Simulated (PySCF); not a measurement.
# Geometry relaxation, with input and output: C₄H₅ClOSi

System: C₄H₅ClOSi.
Method: PBE0-D3(BJ)/def2-SVP geometry optimisation, gas phase (PySCF 2.14.0).

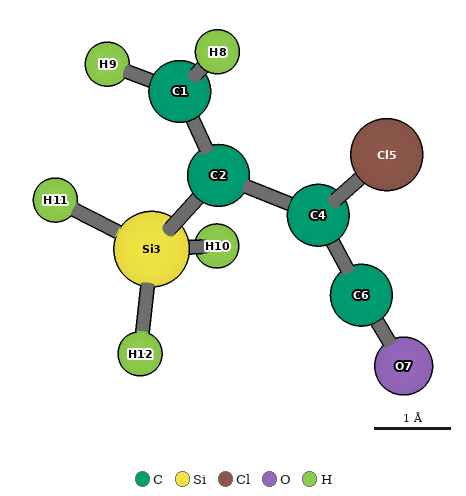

Figure 1. The structure as given in the input (ball-and-stick view, seen at a tilt; atoms are numbered from 1 in the order of the input). Bond lengths as drawn: C–C 1.30 to 1.49 Å, C–Cl 1.74 Å, C–H 1.05 to 1.08 Å, C–O 1.16 Å, C–Si 1.91 Å and H–Si 1.45 to 1.48 Å.

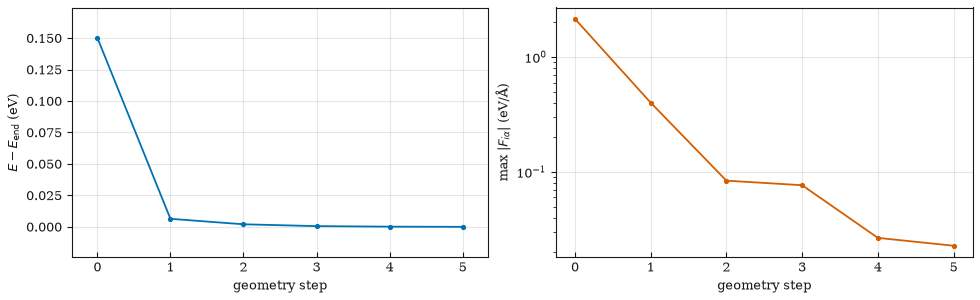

Figure 2. Progress of the relaxation, step by step (steps are counted from 0).

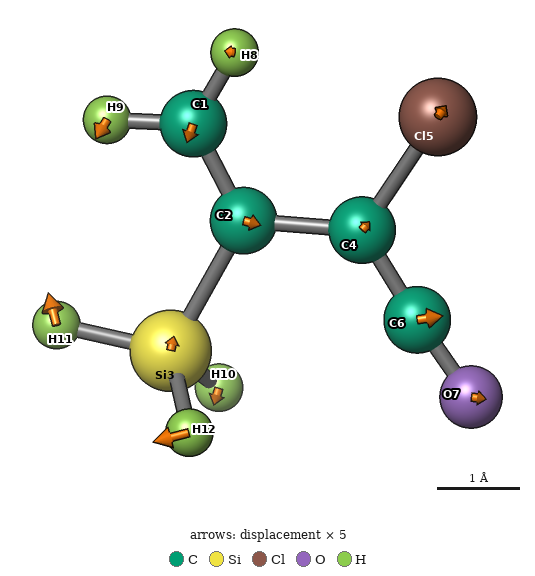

Figure 3. The starting structure with the displacements as orange arrows, magnified 5 times (ball-and-stick view, seen at a tilt). The two geometries are laid on each other by the best rigid fit. The atom that moves furthest after the best rigid fit is H12 (0.095 Å). Largest moves by element: H 0.095 Å, C 0.068 Å, Cl 0.040 Å, O 0.040 Å, Si 0.039 Å. Among the contacts that change: C1–H8 1.052 → 1.095 Å, Si3–H11 1.449 → 1.490 Å, Si3–H12 1.460 → 1.495 Å, C4–C6 1.300 → 1.333 Å. Among the angles that change: C1–C2–Si3 123.7° → 119.0°, C2–C1–H9 117.8° → 121.0°, C4–C6–O7 176.4° → 179.6°. Over 5 geometry steps the energy falls by 0.150 eV. The largest force component goes from 2.2 to 0.023 eV/Å. (Atoms are counted from 1 in the order of the input.)

The input and output of the run follow.

Input file
```
{"job": {"xc": "PBE0", "basis": "def2-SVP", "d3": "d3bj", "grid": 1, "shake": 0.01, "kind": "geom"}, "charge": 0, "multiplicity": 1}
C     -0.238280    -1.815020     0.053790
C     -0.029920    -0.481720     0.016690
Si    -1.412900     0.797630    -0.287700
C      1.339250     0.060670     0.214080
Cl     2.687750    -1.006100     0.499980
C      1.632480     1.326590     0.198560
O      1.964410     2.437470     0.189420
H      0.535520    -2.509270     0.217810
H     -1.252160    -2.171190    -0.082590
H     -1.501710     1.660090     0.909290
H     -2.648480     0.069810    -0.492390
H     -1.036260     1.602790    -1.445960
```

The first line tells a small driver script what to run in PySCF; the rest is the geometry in Å.

Command:
```bash
OMP_NUM_THREADS=1 python <driver script> task.json out
```

What the program printed
```
step   0  E = -979.33881631  max force = 0.041830
step   1  E = -979.34410562  max force = 0.007795
step   2  E = -979.34426554  max force = 0.001634
step   3  E = -979.34431925  max force = 0.001492
step   4  E = -979.34433477  max force = 0.000520
step   5  E = -979.34433985  max force = 0.000444
optimisation converged
```

Trajectory as extended XYZ (Å, eV, eV/Å), 6 frames, from step=0 to step=5
```
12
Properties=species:S:1:pos:R:3:forces:R:3 step=0 energy=-26649.16657
C    -0.2383   -1.8150    0.0538   -1.3284   1.7409  -0.2817
C    -0.0299   -0.4817    0.0167    0.7845   0.1722   0.0887
Si   -1.4129    0.7976   -0.2877    0.8925  -0.6954   0.5692
C     1.3393    0.0607    0.2141   -1.3669  -2.1510  -0.1059
Cl    2.6877   -1.0061    0.5000    0.0881   0.0409   0.0128
C     1.6325    1.3266    0.1986    0.9251   1.7177   0.0290
O     1.9644    2.4375    0.1894   -0.1554   0.2107  -0.0180
H     0.5355   -2.5093    0.2178    1.1771  -1.0450   0.2577
H    -1.2522   -2.1712   -0.0826   -0.2600  -0.3282  -0.0553
H    -1.5017    1.6601    0.9093   -0.0765   0.2637   0.1889
H    -2.6485    0.0698   -0.4924   -0.7428  -0.3402  -0.1720
H    -1.0363    1.6028   -1.4460    0.0627   0.4136  -0.5135
12
Properties=species:S:1:pos:R:3:forces:R:3 step=1 energy=-26649.31050
C     0.4962   -1.8369    0.0509    0.4008  -0.2610   0.0890
C     0.7484   -0.5158    0.0800   -0.1314   0.0529   0.0582
Si   -0.6732    0.7024   -0.1872    0.0664   0.0132  -0.0844
C     2.0838    0.0067    0.3351    0.1181   0.0922  -0.0432
Cl    3.4558   -1.0335    0.6410   -0.0679  -0.0091  -0.0130
C     2.3930    1.3039    0.3337   -0.1442  -0.0884   0.0284
O     2.6435    2.4344    0.3434    0.0825   0.0592  -0.0066
H     1.3054   -2.5705    0.2136   -0.2650   0.1905  -0.0558
H    -0.5055   -2.2263   -0.1263   -0.0990  -0.0070  -0.0294
H    -0.8145    1.6079    0.9924   -0.0032  -0.0126   0.0385
H    -1.9409   -0.0514   -0.4132    0.0700  -0.0237   0.0170
H    -0.3715    1.5652   -1.3720   -0.0273  -0.0061   0.0013
12
Properties=species:S:1:pos:R:3:forces:R:3 step=2 energy=-26649.31486
C     0.5029   -1.8292    0.0558   -0.0254  -0.0649  -0.0062
C     0.7509   -0.5060    0.0838   -0.0350   0.0336   0.0213
Si   -0.6747    0.6977   -0.1916    0.0146   0.0217  -0.0294
C     2.0851    0.0225    0.3333    0.0563  -0.0767  -0.0247
Cl    3.4333   -1.0478    0.6316    0.0509   0.0592   0.0078
C     2.4057    1.3163    0.3388   -0.0680  -0.0558   0.0306
O     2.6793    2.4420    0.3531    0.0353   0.0078  -0.0097
H     1.2889   -2.5759    0.2143   -0.0004   0.0840   0.0004
H    -0.5055   -2.2056   -0.1288   -0.0174   0.0058  -0.0018
H    -0.8300    1.5978    0.9921   -0.0028  -0.0055   0.0056
H    -1.9216   -0.0869   -0.4108    0.0012  -0.0095   0.0013
H    -0.3935    1.5612   -1.3803   -0.0094   0.0002   0.0048
12
Properties=species:S:1:pos:R:3:forces:R:3 step=3 energy=-26649.31632
C     0.4937   -1.8290    0.0565   -0.0767   0.0471  -0.0176
C     0.7498   -0.5071    0.0849    0.0361  -0.0224   0.0061
Si   -0.6713    0.6989   -0.1943   -0.0077   0.0305   0.0019
C     2.0881    0.0154    0.3311   -0.0280  -0.0181  -0.0219
Cl    3.4536   -1.0319    0.6295   -0.0134  -0.0255  -0.0044
C     2.4012    1.3101    0.3415   -0.0037   0.0532   0.0265
O     2.6777    2.4354    0.3578    0.0053  -0.0177  -0.0102
H     1.2817   -2.5673    0.2160    0.0724  -0.0608   0.0173
H    -0.5165   -2.2039   -0.1291    0.0383   0.0169   0.0113
H    -0.8286    1.5956    0.9923   -0.0038  -0.0010  -0.0084
H    -1.9130   -0.0930   -0.4111   -0.0188  -0.0040  -0.0044
H    -0.3957    1.5627   -1.3835    0.0002   0.0018   0.0038
12
Properties=species:S:1:pos:R:3:forces:R:3 step=4 energy=-26649.31674
C     0.4971   -1.8299    0.0578   -0.0054   0.0117   0.0036
C     0.7467   -0.5070    0.0837   -0.0111   0.0077   0.0015
Si   -0.6744    0.7019   -0.1958   -0.0022  -0.0080  -0.0032
C     2.0846    0.0148    0.3291    0.0070   0.0030  -0.0147
Cl    3.4449   -1.0410    0.6227    0.0067   0.0038  -0.0002
C     2.4013    1.3090    0.3439   -0.0015   0.0071   0.0197
O     2.6823    2.4330    0.3625    0.0045  -0.0030  -0.0069
H     1.2947   -2.5605    0.2201   -0.0032  -0.0267  -0.0002
H    -0.5096   -2.2126   -0.1243    0.0066   0.0070   0.0005
H    -0.8316    1.5993    0.9898   -0.0007  -0.0017  -0.0005
H    -1.9190   -0.0868   -0.4139   -0.0032  -0.0001  -0.0012
H    -0.3966    1.5659   -1.3842    0.0025  -0.0007   0.0015
12
Properties=species:S:1:pos:R:3:forces:R:3 step=5 energy=-26649.31688
C     0.4969   -1.8287    0.0590    0.0068  -0.0154   0.0076
C     0.7487   -0.5061    0.0841    0.0043   0.0033   0.0067
Si   -0.6749    0.7002   -0.1965    0.0062  -0.0067  -0.0048
C     2.0869    0.0160    0.3281   -0.0006   0.0052  -0.0129
Cl    3.4485   -1.0394    0.6184    0.0002   0.0017  -0.0008
C     2.4034    1.3104    0.3463   -0.0054  -0.0054   0.0121
O     2.6849    2.4342    0.3663    0.0036   0.0009  -0.0040
H     1.2884   -2.5676    0.2206   -0.0086   0.0228  -0.0031
H    -0.5117   -2.2053   -0.1225   -0.0123  -0.0081  -0.0039
H    -0.8343    1.5982    0.9881   -0.0011   0.0000   0.0028
H    -1.9191   -0.0898   -0.4153    0.0058   0.0012   0.0006
H    -0.3971    1.5640   -1.3850    0.0011   0.0006  -0.0002
```

Key numbers

| quantity | value |
| --- | --- |
| outcome | converged |
| total energy | −979.344340 hartree |
| dipole moment | 0.98 D |
| point group | Cs |
| hardware | 1 CPU thread, shared host |
| wall time | 43 s |
| peak memory | 0.56 GiB |
